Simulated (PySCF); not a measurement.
# NMR shielding calculation of C$_{8}$H$_{14}$O$_{2}$

System: C$_{8}$H$_{14}$O$_{2}$, SMILES COC[C@@H](C)O[C@H]1C=CC1.
Method: GIAO PBE0/pcSseg-1 NMR shielding, non-relativistic, gas phase (PySCF 2.14.0).

The geometry comes from this level: GFN2-xTB. Figures and captions count atoms from 1; the log counts them from 0 in places.

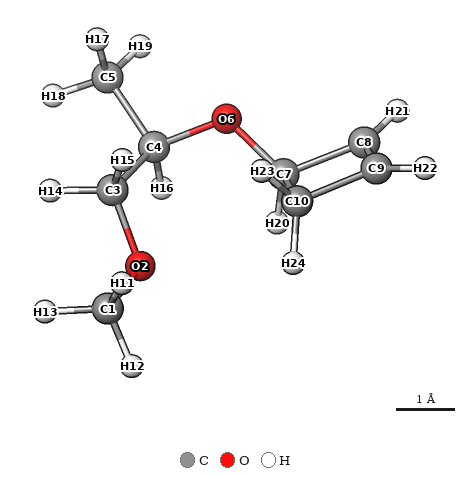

Fig. 1: The structure (ball-and-stick view, seen at a tilt; atoms are numbered from 1 in the order of the input).

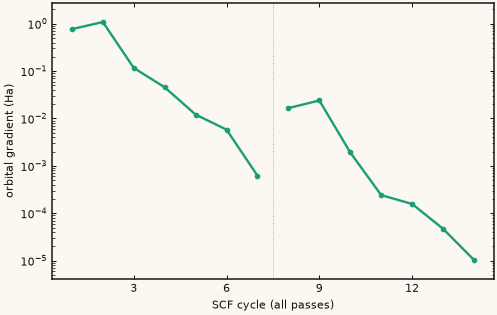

Fig. 2: Convergence of the self-consistent field: orbital gradient against the SCF cycle. The dotted line marks the change from a coarse to the final integration grid. The first 7 cycles use a coarse grid, the final grid takes over at cycle 8, and the field converges after 14 cycles in all.

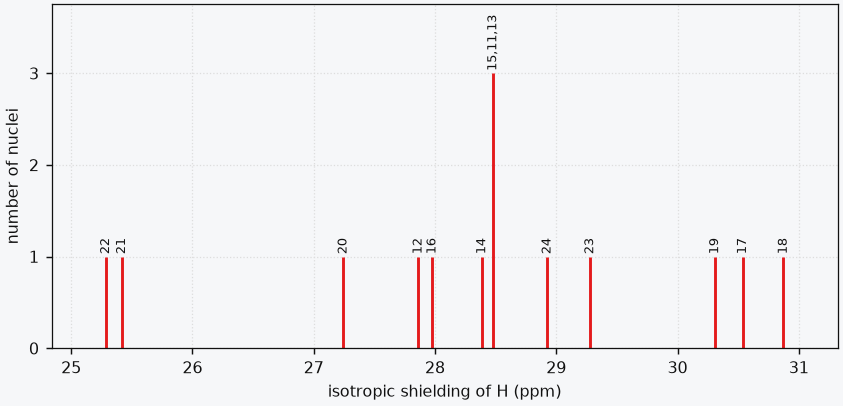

Fig. 3: Isotropic shieldings of the hydrogen nuclei in this fixed geometry, labelled by atom number; shielding grows to the right, so chemical shift grows to the left. The least shielded is H22 (25.3 ppm), the most shielded H18 (30.9 ppm).

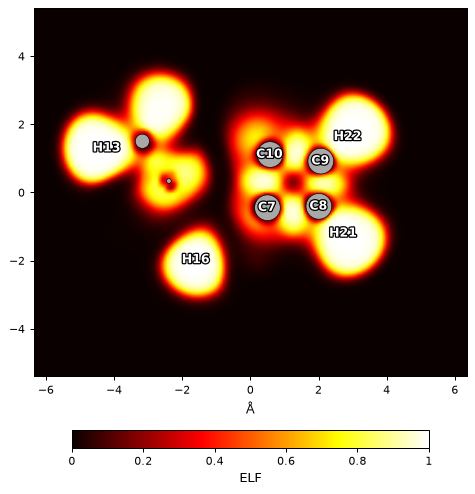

Fig. 4: ELF on the plane of atoms C7, C8 and H21. Grey discs, where drawn, cover atomic cores. The section cuts through C and H sites. C–C (1.33 Å): the ELF peaks at about 0.90 between the atoms; a double or triple bond. C–H (1.07 Å): the ELF climbs to about 1 towards the hydrogen, as it does in any bond to H (a covalent bond by its length). C–C (1.50 Å): the ELF peaks at about 0.95 between the atoms (a covalent bond).

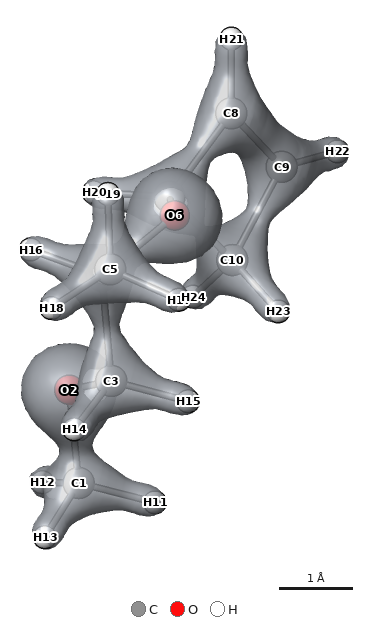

Fig. 5: Isosurface of the total electron density at 1.5 e/Å³ (grey), seen at an oblique angle. At this value the surface is in one piece. On the grid the lowest density along these lines, outside the cores, is 2.3 e/Å³ (C–C, 1.33 Å), 1.8 e/Å³ (C–O, 1.40 Å), 1.9 e/Å³ (C–H, 1.07 Å) and 1.7 e/Å³ (C–C, 1.50 Å).

The input and output of the run follow.

### Input
```
{"job": {"kind": "nmr", "xc": "PBE0", "basis": "pcSseg-1"}, "charge": 0, "multiplicity": 1}
C      1.914776    -0.003631    -2.208584
O      1.094017    -0.586681    -1.232099
C      1.467251    -0.233882     0.079312
C      0.477394    -0.859062     1.073525
C      1.092198    -0.967341     2.464851
O     -0.702143    -0.096361     1.212247
C     -1.555911    -0.073713     0.100860
C     -2.945315     0.438842     0.393256
C     -2.866164     1.428355    -0.489640
C     -1.448378     1.132804    -0.888423
H      1.852057     1.091679    -2.179816
H      1.558858    -0.363357    -3.171722
H      2.963283    -0.298204    -2.073041
H      2.484068    -0.602378     0.288598
H      1.466420     0.859277     0.203029
H      0.222664    -1.861313     0.690181
H      1.401199     0.016323     2.807510
H      1.950610    -1.632437     2.453174
H      0.348051    -1.353410     3.155126
H     -1.536640    -1.042425    -0.416054
H     -3.694019     0.088539     1.078428
H     -3.551816     2.181663    -0.833340
H     -0.729534     1.883699    -0.568555
H     -1.274661     0.872781    -1.931266
```

The first line tells a small driver script what to run in PySCF; the rest is the geometry in Å.

Run as:
```bash
OMP_NUM_THREADS=1 python <driver script> task.json out
```

### The program's output
```
coarse grid: 19544 points
cycle   1  E = -462.8435264674  dE =  1.413e+00  |g| = 7.683e-01  |ddm| = 4.259e+00
cycle   2  E = -462.7417711623  dE =  1.018e-01  |g| = 1.085e+00  |ddm| = 1.650e+00
cycle   3  E = -462.9586277580  dE = -2.169e-01  |g| = 1.166e-01  |ddm| = 1.072e+00
cycle   4  E = -462.9609096769  dE = -2.282e-03  |g| = 4.553e-02  |ddm| = 1.102e-01
cycle   5  E = -462.9613667436  dE = -4.571e-04  |g| = 1.208e-02  |ddm| = 4.293e-02
cycle   6  E = -462.9613939100  dE = -2.717e-05  |g| = 5.820e-03  |ddm| = 1.408e-02
cycle   7  E = -462.9614020541  dE = -8.144e-06  |g| = 6.227e-04  |ddm| = 4.940e-03
final grid: 187288 points
cycle   8  E = -463.0456969621  dE = -6.164e-05  |g| = 1.656e-02  |ddm| = 5.257e-02
cycle   9  E = -463.0456449212  dE =  5.204e-05  |g| = 2.400e-02  |ddm| = 2.579e-02
cycle  10  E = -463.0457496209  dE = -1.047e-04  |g| = 1.924e-03  |ddm| = 1.573e-02
cycle  11  E = -463.0457504495  dE = -8.286e-07  |g| = 2.419e-04  |ddm| = 2.112e-03
cycle  12  E = -463.0457504571  dE = -7.610e-09  |g| = 1.574e-04  |ddm| = 3.453e-04
cycle  13  E = -463.0457504625  dE = -5.443e-09  |g| = 4.726e-05  |ddm| = 1.587e-04
cycle  14  E = -463.0457504630  dE = -5.202e-10  |g| = 1.039e-05  |ddm| = 4.702e-05
converged SCF energy = -463.0457504630

GIAO shielding tensors (ppm)
atom      isotropic    diamagn.    paramagn.     s11        s22        s33       span
  0 C      125.624     243.749    -118.125     94.708     98.284    183.880     89.172
  1 O      308.589     401.017     -92.428    279.459    313.841    332.468     53.009
  2 C      102.699     250.292    -147.593     71.809     89.493    146.795     74.985
  3 C      105.838     243.684    -137.847     87.705     91.704    138.103     50.398
  4 C      165.811     246.857     -81.046    143.143    166.687    187.603     44.461
  5 O      236.091     399.438    -163.348    220.715    233.128    254.430     33.715
  6 C      105.414     239.109    -133.695     81.688     89.511    145.042     63.353
  7 C       39.162     256.046    -216.884    -65.531     43.549    139.469    205.000
  8 C       40.411     259.276    -218.864    -76.469     39.402    158.301    234.771
  9 C      141.408     248.138    -106.730    128.320    139.179    156.726     28.407
 10 H       28.478      30.178      -1.700     24.117     27.009     34.307     10.189
 11 H       27.862      29.196      -1.334     23.997     25.060     34.530     10.533
 12 H       28.492      28.359       0.132     24.557     25.961     34.957     10.401
 13 H       28.387      32.881      -4.494     23.925     29.302     31.934      8.009
 14 H       28.465      34.263      -5.797     26.753     27.984     30.659      3.905
 15 H       27.977      32.587      -4.610     26.121     26.935     30.875      4.755
 16 H       30.537      30.072       0.465     26.977     29.071     35.564      8.587
 17 H       30.874      29.032       1.841     26.467     28.631     37.523     11.055
 18 H       30.308      29.078       1.230     25.919     28.322     36.683     10.764
 19 H       27.244      31.364      -4.121     25.342     25.698     30.691      5.349
 20 H       25.417      32.133      -6.717     24.346     25.379     26.525      2.179
 21 H       25.285      31.315      -6.030     24.129     24.955     26.772      2.643
 22 H       29.278      32.713      -3.435     26.666     29.740     31.428      4.762
 23 H       28.926      32.042      -3.116     25.356     29.035     32.386      7.030
```

### Key numbers

| quantity | value |
| --- | --- |
| outcome | converged |
| total energy | −463.045750 hartree |
| HOMO | −6.98 eV |
| LUMO | 0.46 eV |
| dipole moment | 1.81 D |
| isotropic shielding, C | 39.2 to 165.8 ppm |
| isotropic shielding, O | 236.1 to 308.6 ppm |
| isotropic shielding, H | 25.3 to 30.9 ppm |
| hardware | 1 CPU thread, shared host |
| wall time | 48 s |
| peak memory | 1.1 GiB |
